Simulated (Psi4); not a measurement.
# SiSbH4Cl (SMILES [SiH3][SbH][Cl]), step by step, part 2 of 3

Psi4 1.11. Earlier steps stand in the parts before.

## Step 3: A geometry optimisation at PBE0-D4/def2-TZVP (density fitting, core potential) (run 2)

Contents of job.py:

```python
import psi4

psi4.set_memory('3300 MB')
psi4.set_num_threads(2)
psi4.core.set_output_file('psi4.out', False)

geom = psi4.geometry("""
0 1
Si    -0.924368     0.446620    -0.106885
Sb     0.775597    -1.449808     0.466379
Cl     2.122783    -0.838461    -1.445500
H     -1.595789     0.094385    -1.404836
H     -0.218268     1.764585    -0.250779
H     -1.965861     0.543348     0.978714
H      1.570594    -0.366404     1.576307
symmetry c1
""")

psi4.set_options({
    'reference': 'rks',
    'scf_type': 'df',
    'geom_maxiter': 50,
    'max_force_g_convergence': 0.0002,
})

energy_value, wavefunction = psi4.optimize("pbe0-d4/def2-TZVP", molecule=geom, return_wfn=True)
print('E =', round(energy_value, 9))
geom.save_xyz_file('final.xyz', False)
```

On the command line:

```bash
$ python job.py
```

psi4.out:

```text
gradient() will perform analytic gradient computation.

   => Loading Basis Set <=

    Name: DEF2-TZVP
    Role: ORBITAL
    Keyword: BASIS

    !!!  WARNING: ECP capability is in beta. Please check occupations closely.  !!!

   => PBE0-D4(BJ,EEQ)ATM: Empirical Dispersion <=

        a1 =       0.400856
        a2 =       5.029288
       alp =      16.000000
        s6 =       1.000000
        s8 =       1.200655
        s9 =       1.000000
        ga =       3.000000
        gc =       2.000000
        wf =       6.000000

         ---------------------------------------------------------
                                   SCF
                              RKS Reference
                        2 Threads,   3147 MiB Core
         ---------------------------------------------------------

  ==> Geometry <==

    Molecular point group: c1
    Full point group: C1

    Geometry (in Angstrom), charge = 0, multiplicity = 1:

       Center              X                  Y                   Z               Mass
    ------------   -----------------  -----------------  -----------------  -----------------
         SI          -1.669075624166     1.458220656533    -0.126874539363    27.976926534650
         SB           0.030889375834    -0.438207343467     0.446389460637   120.903812000000
         CL           1.378075375834     0.173139656533    -1.465489539363    34.968852682000
         H           -2.340496624166     1.105985656533    -1.424825539363     1.007825032230
         H           -0.962975624166     2.776185656533    -0.270768539363     1.007825032230
         H           -2.710568624166     1.554948656533     0.958724460637     1.007825032230
         H            0.825886375834     0.645196656533     1.556317460637     1.007825032230

  Running in c1 symmetry.

  Rotational constants: A =      0.11688  B =      0.07609  C =      0.04766 [cm^-1]
  Rotational constants: A =   3503.94647  B =   2281.02515  C =   1428.76866 [MHz]
  Nuclear repulsion =  231.533771301382075

  Charge       = 0
  Multiplicity = 1
  Electrons    = 58
  Nalpha       = 29
  Nbeta        = 29

  ==> Algorithm <==

  SCF Algorithm Type is DF.
  DIIS enabled.
  MOM disabled.
  Fractional occupation disabled.
  Guess Type is SAD.
  Energy threshold   = 1.00e-08
  Density threshold  = 1.00e-08
  Integral threshold = 1.00e-12

  ==> Primary Basis <==

  Basis Set: DEF2-TZVP
    Blend: DEF2-TZVP
    Number of shells: 58
    Number of basis functions: 148
    Number of Cartesian functions: 167
    Spherical Harmonics?: true
    Max angular momentum: 3

  Core potential: DEF2-TZVP
    Number of shells: 4
    Number of ECP primitives: 18
    Number of ECP core electrons: 28
    Max angular momentum: 3

  ==> DFT Potential <==

   => LibXC <=

    Version 7.1.2

   => Composite Functional: PBE0-D4BJEEQATM <=

    PBE0-d4bjeeqatm Hyb-GGA Exchange-Correlation Functional

    Deriv               =              1
    GGA                 =           TRUE
    Meta                =          FALSE

    Exchange Hybrid     =           TRUE
    MP2 Hybrid          =          FALSE

   => Exchange Functionals <=

    0.7500   Perdew, Burke & Ernzerhof

   => Exact (HF) Exchange <=

    0.2500               HF

   => Correlation Functionals <=

    1.0000   Perdew, Burke & Ernzerhof

   => LibXC Density Thresholds  <==

    XC_HYB_GGA_XC_PBEH:  1.00E-15

   => Molecular Quadrature <=

    Radial Scheme          =       TREUTLER
    Pruning Scheme         =           NONE
    Nuclear Scheme         =       TREUTLER

    Blocking Scheme        =         OCTREE
    BS radius alpha        =              1
    Pruning alpha          =              1
    Radial Points          =             75
    Spherical Points       =            302
    Total Points           =         151253
    Total Blocks           =           1208
    Max Points             =            256
    Max Functions          =            140
    Weights Tolerance      =       1.00E-15

   => Loading Basis Set <=

    Name: (DEF2-TZVP AUX)
    Role: JKFIT
    Keyword: DF_BASIS_SCF

  ==> Integral Setup <==

  DFHelper Memory: AOs need 0.094 GiB; user supplied 1.849 GiB.
  SCF_SUBTYPE=INCORE selected. In-core MEM_DF algorithm will be used.
  Using in-core AOs.

  ==> MemDFJK: Density-Fitted J/K Matrices <==

    J tasked:                   Yes
    K tasked:                   Yes
    wK tasked:                   No
    Memory [MiB]:              1893
    Algorithm:                 Core
    Schwarz Cutoff:           1E-12
    Mask sparsity (%):       3.8714
    Fitting Condition:        1E-10

   => Auxiliary Basis Set <=

  Basis Set: (DEF2-TZVP AUX)
    Blend: DEF2-UNIVERSAL-JKFIT
    Number of shells: 146
    Number of basis functions: 546
    Number of Cartesian functions: 699
    Spherical Harmonics?: true
    Max angular momentum: 5

  Cached 100.0% of DFT collocation blocks in 0.456 [GiB].

  Minimum eigenvalue in the overlap matrix is 2.6908508208E-03.
  Reciprocal condition number of the overlap matrix is 5.3016828521E-04.
    Using symmetric orthogonalization.

  ==> Pre-Iterations <==

  SCF Guess: Superposition of Atomic Densities via on-the-fly atomic UHF (no occupation information).

   -------------------------
    Irrep   Nso     Nmo
   -------------------------
     A        148     148
   -------------------------
    Total     148     148
   -------------------------

  ==> Iterations <==

                           Total Energy        Delta E     RMS |[F,P]|

   @DF-RKS iter SAD:  -990.37661358955336   -9.90377e+02   0.00000e+00
[... 2 lines left out ...]
   @DF-RKS iter   3:  -992.13337370242630   -3.52148e-01   6.81993e-04 DIIS/ADIIS
[... 2 lines left out ...]
   @DF-RKS iter   6:  -992.13735589137286   -5.73792e-05   1.61580e-05 DIIS
[... 2 lines left out ...]
   @DF-RKS iter   9:  -992.13735813294147   -1.38976e-08   2.83427e-07 DIIS
[... 2 lines left out ...]
   @DF-RKS iter  12:  -992.13735813381584   -1.25056e-12   5.68303e-09 DIIS
[... 32 lines left out ...]
  @DF-RKS Final Energy:  -992.13735813381584
[... 5 lines left out ...]
    Two-Electron Energy =                 750.3499811551578205
[... 2 lines left out ...]
    VV10 Nonlocal Energy =                  0.0000000000000000
[... 16 lines left out ...]
 Dipole Y            :        -36.7791029           36.5888982           -0.1902047
[... 134 lines left out ...]
	                                 ==> Convergence Check <==
[... 8 lines left out ...]
	  Convergence Criteria              o    2.00e-04 *             o             o             o~
[... 145 lines left out ...]
                           Total Energy        Delta E     RMS |[F,P]|
[... 3 lines left out ...]
   @DF-RKS iter   2:  -992.13827945915182    2.37828e-05   1.76560e-04 DIIS/ADIIS
[... 2 lines left out ...]
   @DF-RKS iter   5:  -992.13856415981218   -2.64511e-07   1.05273e-06 DIIS
[... 2 lines left out ...]
   @DF-RKS iter   8:  -992.13856417292163   -6.32099e-11   2.98497e-08 DIIS
[... 8 lines left out ...]
    Final Occupation by Irrep:
[... 10 lines left out ...]
    One-Electron Energy =               -1928.9458760989216444
[... 2 lines left out ...]
    Empirical Dispersion Energy =          -0.0059775708066084
[... 16 lines left out ...]
 Dipole X            :          7.5546235           -8.1565938           -0.6019703
[... 46 lines left out ...]
    Weights Tolerance      =       1.00E-15
[... 58 lines left out ...]
	   Step    Total Energy     Delta E     Max Force     RMS Force      Max Disp      RMS Disp
[... 108 lines left out ...]
                           Total Energy        Delta E     RMS |[F,P]|
[... 3 lines left out ...]
   @DF-RKS iter   2:  -992.13863602708409   -1.50023e-06   2.63776e-05 DIIS
[... 2 lines left out ...]
   @DF-RKS iter   5:  -992.13864330309980   -9.40338e-09   3.96963e-07 DIIS
[... 2 lines left out ...]
   @DF-RKS iter   8:  -992.13864330521858   -2.38742e-12   2.71648e-09 DIIS
[... 13 lines left out ...]
  @DF-RKS Final Energy:  -992.13864330521858
[... 5 lines left out ...]
    Two-Electron Energy =                 753.6311003232929124
[... 2 lines left out ...]
    VV10 Nonlocal Energy =                  0.0000000000000000
[... 16 lines left out ...]
 Dipole Y            :        -36.2052914           36.0619810           -0.1433104
[... 97 lines left out ...]
	                                 ==> Convergence Check <==
[... 8 lines left out ...]
	  Convergence Criteria              o    2.00e-04 *             o             o             o
[... 114 lines left out ...]
   @DF-RKS iter   0:  -992.13909003220385   -9.92139e+02   7.44602e-05
[... 2 lines left out ...]
   @DF-RKS iter   3:  -992.13866224777598   -2.53038e-06   1.04146e-06 DIIS
[... 2 lines left out ...]
   @DF-RKS iter   6:  -992.13866226299172   -8.03766e-11   3.50052e-08 DIIS
[... 8 lines left out ...]
    Final Occupation by Irrep:
[... 10 lines left out ...]
    One-Electron Energy =               -1927.3609694546348692
[... 2 lines left out ...]
    Empirical Dispersion Energy =          -0.0059506387320672
[... 16 lines left out ...]
 Dipole X            :          7.1833019           -7.8128450           -0.6295432
[... 46 lines left out ...]
    Weights Tolerance      =       1.00E-15
[... 58 lines left out ...]
	   Step    Total Energy     Delta E     Max Force     RMS Force      Max Disp      RMS Disp
[... 108 lines left out ...]
                           Total Energy        Delta E     RMS |[F,P]|
[... 3 lines left out ...]
   @DF-RKS iter   2:  -992.13866959137033   -2.64916e-07   7.34692e-06 DIIS
[... 2 lines left out ...]
   @DF-RKS iter   5:  -992.13867012462072   -1.58377e-09   3.70177e-08 DIIS
[... 2 lines left out ...]
  Energy and wave function converged.
[... 35 lines left out ...]
    Nuclear Repulsion Energy =            234.5494612586638539
[... 2 lines left out ...]
    DFT Exchange-Correlation Energy =     -52.8596895826504749
[... 2 lines left out ...]
    Total Energy =                       -992.1386701246353823
[... 1 line left out ...]
Computation Completed

Properties will be evaluated at   0.000000,   0.000000,   0.000000 [a0]

Properties computed using the SCF density matrix

 Multipole Moments:

 ------------------------------------------------------------------------------------
     Multipole            Electronic (a.u.)      Nuclear  (a.u.)        Total (a.u.)
 ------------------------------------------------------------------------------------

 L = 1.  Multiply by 2.5417464519 to convert [e a0] to [Debye]
 Dipole X            :          7.0573170           -7.6908389           -0.6335219
 Dipole Y            :        -36.1851467           36.0497417           -0.1354051
 Dipole Z            :         28.6873711          -28.0219627            0.6654084
 Magnitude           :                                                    0.9286834

 ------------------------------------------------------------------------------------

	total time  =         13 seconds =       0.22 minutes

         ------------------------------------------------------------
                                   SCF GRAD
         ------------------------------------------------------------

  ==> Geometry <==

    Molecular point group: c1
    Full point group: C1

    Geometry (in Angstrom), charge = 0, multiplicity = 1:

       Center              X                  Y                   Z               Mass
    ------------   -----------------  -----------------  -----------------  -----------------
         SI          -1.668111220355     1.444826607866    -0.123425495493    27.976926534650
         SB           0.021290292681    -0.432127170659     0.425204192712   120.903812000000
         CL           1.410274919690     0.166361410968    -1.395863434198    34.968852682000
         H           -2.363134637717     1.080016405151    -1.383983751270     1.007825032230
         H           -0.965279964016     2.741516792108    -0.283469615473     1.007825032230
         H           -2.666475626220     1.538295546462     0.976599381336     1.007825032230
         H            0.814280279796     0.600081432844     1.540208793960     1.007825032230

  Nuclear repulsion =  234.549461258663854

   => Molecular Quadrature <=

    Radial Scheme          =       TREUTLER
    Pruning Scheme         =           NONE
    Nuclear Scheme         =       TREUTLER

    Blocking Scheme        =         OCTREE
    BS radius alpha        =              1
    Pruning alpha          =              1
    Radial Points          =             75
    Spherical Points       =            302
    Total Points           =         151193
    Total Blocks           =           1209
    Max Points             =            256
    Max Functions          =            139
    Weights Tolerance      =       1.00E-15

  -Total Gradient:
     Atom            X                  Y                   Z
    ------   -----------------  -----------------  -----------------
       1       -0.000063685916     0.000009410859     0.000037739199
       2        0.000146742660     0.000115041052    -0.000078982752
       3        0.000071596178     0.000137594683    -0.000014042458
       4        0.000063719086    -0.000039308317    -0.000053479357
       5        0.000076793148     0.000054268833     0.000046520778
       6       -0.000019097095     0.000015241861    -0.000052396430
       7        0.000051246940     0.000007150393    -0.000031640191

	total time  =          9 seconds =       0.15 minutes

    			-----------------------------------------

    			 OPTKING 3.0: for geometry optimizations

    			        with contributions from

    			-----------------------------------------

	                            ===> Fragment 1 <==

	 Z (Atomic Numbers)          Masses                          Geom
	      14.000000            27.976927         -3.15227335  2.73032659 -0.23324038
	      51.000000            120.903812         0.04023282 -0.81660200  0.80351947
	      17.000000            34.968853          2.66503336  0.31437750 -2.63779960
	       1.000000             1.007825         -4.46567726  2.04093522 -2.61535025
	       1.000000             1.007825         -1.82411477  5.18071591 -0.53567994
	       1.000000             1.007825         -5.03890865  2.90695728  1.84550537
	       1.000000             1.007825          1.53876672  1.13398956  2.91057280

	 - Coordinate -           - BOHR/RAD -       - ANG/DEG -
	 R(1,2)           =         4.883408           2.584188
	 R(1,4)           =         2.806196           1.484975
	 R(1,5)           =         2.803548           1.483574
[... 17 lines of this table left out ...]
	 D(6,1,2,7)       =        -1.347447         -77.203003

	        --- Internal Coordinate Step in ANG or DEG, aJ/ANG or AJ/DEG ---
	-------------------------------------------------------------------------------
	           Coordinate      Previous         Force          Change          New
	           ----------      --------        ------          ------        ------
	               R(1,2)       2.58419       -0.00015       -0.00019       2.58400
	               R(1,4)       1.48498       -0.00025       -0.00005       1.48493
	               R(1,5)       1.48357       -0.00036       -0.00011       1.48346
[... 17 lines of this table left out ...]
	           D(6,1,2,7)     -77.20300        0.00000        0.17654     -77.02646
	-------------------------------------------------------------------------------

	                                 ==> Convergence Check <==

	Measures of convergence in internal coordinates in au.

	Criteria marked as inactive (o), active & met (*), and active & unmet ( ).

	----------------------------------------------------------------------------------------------
	   Step    Total Energy     Delta E     Max Force     RMS Force      Max Disp      RMS Disp
	----------------------------------------------------------------------------------------------
	  Convergence Criteria              o    2.00e-04 *             o             o             o
	----------------------------------------------------------------------------------------------
	     5    -992.13867012   -7.86e-06 o    1.90e-04 *    6.99e-05 o    3.82e-03 o    1.85e-03 o  ~
	----------------------------------------------------------------------------------------------

Next Geometry in Ang
	Fragment 1 (Ang)

	   Si  -1.6676984082   1.4451065899  -0.1242580037
	   Sb   0.0209086348  -0.4324456945   0.4238650392
	   Cl   1.4132975202   0.1664406777  -1.3945199220
	    H  -2.3659441318   1.0806896152  -1.3830900121
	    H  -0.9663310809   2.7422503147  -0.2860289799
	    H  -2.6631865073   1.5375032041   0.9784671311
	    H   0.8117980172   0.5994263176   1.5408348189

    Final optimized geometry and variables:
    Molecular point group: c1
    Full point group: C1

    Geometry (in Angstrom), charge = 0, multiplicity = 1:

    SI          -1.668111220355     1.444826607866    -0.123425495493
    SB           0.021290292681    -0.432127170659     0.425204192712
    CL           1.410274919690     0.166361410968    -1.395863434198
    H           -2.363134637717     1.080016405151    -1.383983751270
    H           -0.965279964016     2.741516792108    -0.283469615473
    H           -2.666475626220     1.538295546462     0.976599381336
    H            0.814280279796     0.600081432844     1.540208793960

[set-up sections that repeat, and orbital energies of the middle runs, are left out above]
```

On the terminal:

```text
Some dependencies such as QCElemental have not yet finished migration to pydantic v2. If issues are encountered please downgrade pydantic or upgrade QCElemental as appropriate
Optimizer: Optimization complete!
E = -992.138670125
```

It took 2.8 min on 2 threads of Intel Xeon at 2.50GHz (Skylake/Cascade Lake), shared host; peak memory 0.96 GiB.

The path in brief:

```csv
step,energy from the first frame kept (eV),largest force (eV/Å)
0,0.0000,0.6882
1,-0.0328,0.1508
2,-0.0350,0.0370
3,-0.0355,0.0118
4,-0.0357,0.0104
```

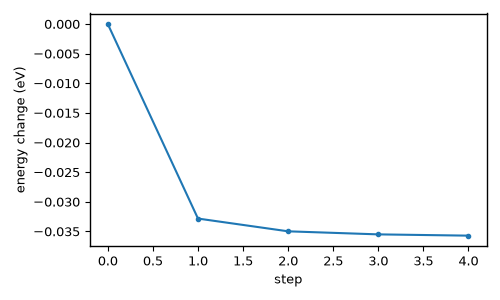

Energy along the run.

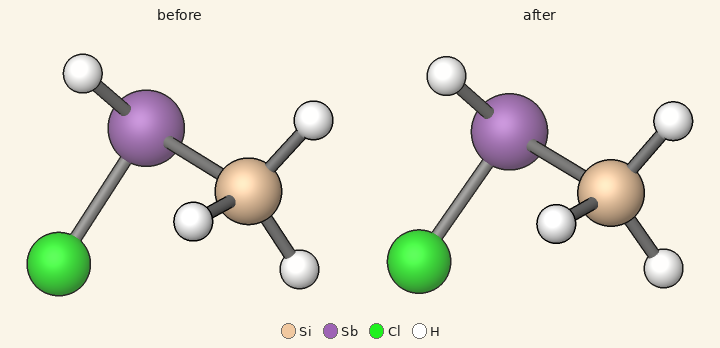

Before and after, at one scale.

After the run. Bond lengths: Si1–Sb2 2.584 Å, Sb2–Cl3 2.367 Å, Si1–H4 1.485 Å, Si1–H5 1.484 Å, Si1–H6 1.488 Å, Sb2–H7 1.714 Å. Angles: Si1–Sb2–Cl3 92.1°, Si1–Sb2–H7 90.2°, Cl3–Sb2–H7 94.4°, Sb2–Si1–H4 107.9°, Sb2–Si1–H5 110.4°, Sb2–Si1–H6 109.1°, H4–Si1–H5 110.2°, H4–Si1–H6 109.2°, H5–Si1–H6 110.0°.

Runs 3 to 8 aren't shown in full; the table further down has their settings and results.

[end of part 2 of 3]
